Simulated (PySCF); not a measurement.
| atom | x (Å) | y (Å) | z (Å) |
| --- | --- | --- | --- |
| C | 0.3403 | -2.4196 | -0.3512 |
| Si | -0.2971 | -0.6475 | -0.0597 |
| C | -2.2261 | -0.7215 | -0.0831 |
| F | -2.7446 | 0.5226 | 0.2370 |
| C | 0.2265 | 0.0058 | 1.6491 |
| Si | 2.0620 | 0.4617 | 1.8343 |
| C | 0.2591 | 0.5080 | -1.4662 |
| Si | -0.5189 | 2.2377 | -1.4674 |
| F | 0.2954 | 3.1014 | -2.5696 |
| H | -0.0073 | -2.8232 | -1.2976 |
| H | 0.0142 | -3.0968 | 0.4323 |
| H | 1.4251 | -2.4387 | -0.3665 |
| H | -2.6367 | -1.4179 | 0.6513 |
| H | -2.6344 | -0.9758 | -1.0632 |
| H | -0.0255 | -0.7400 | 2.4038 |
| H | -0.3736 | 0.8844 | 1.8847 |
| H | 2.8936 | -0.6770 | 1.4310 |
| H | 2.3825 | 1.6194 | 0.9984 |
| H | 2.3470 | 0.7825 | 3.2367 |
| H | 1.3425 | 0.6168 | -1.4121 |
| H | 0.0535 | 0.0322 | -2.4261 |
| H | -0.2975 | 2.9591 | -0.2236 |
| H | -1.8850 | 2.2535 | -1.9623 |

Geometry: GFN2-xTB.

Level of theory: PBE0/pcSseg-1, SCF density, gas phase, non-relativistic in PySCF 2.14.0.

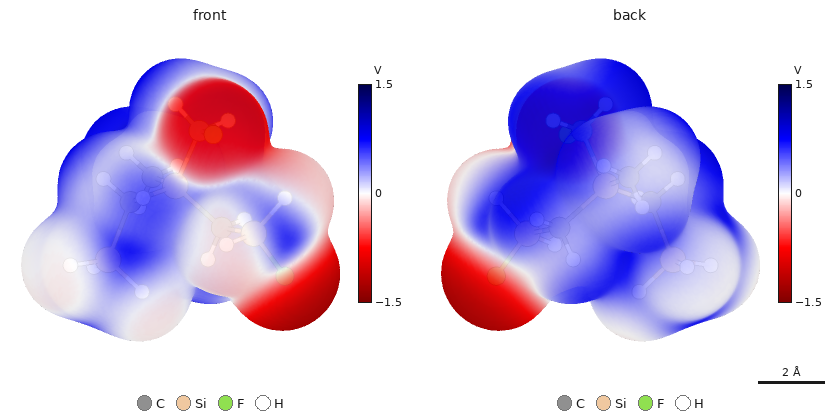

C₄H₁₄F₂Si₃. The electrostatic potential painted on the density surface at 0.001 e/bohr³, seen from the front and from behind; the colour scale runs from red (negative) to blue (positive).

Which sites attract a positive test charge, and which a negative one?

Answer. A positive charge is drawn to the negative regions and a negative charge to the positive ones. The most negative region (about −1.2 V) lies over F9, the most positive (about +0.9 V) over Si2, C3, H13 and H14.

What dipole moment does the calculation give?

Answer. Its dipole moment is 3.40 D.
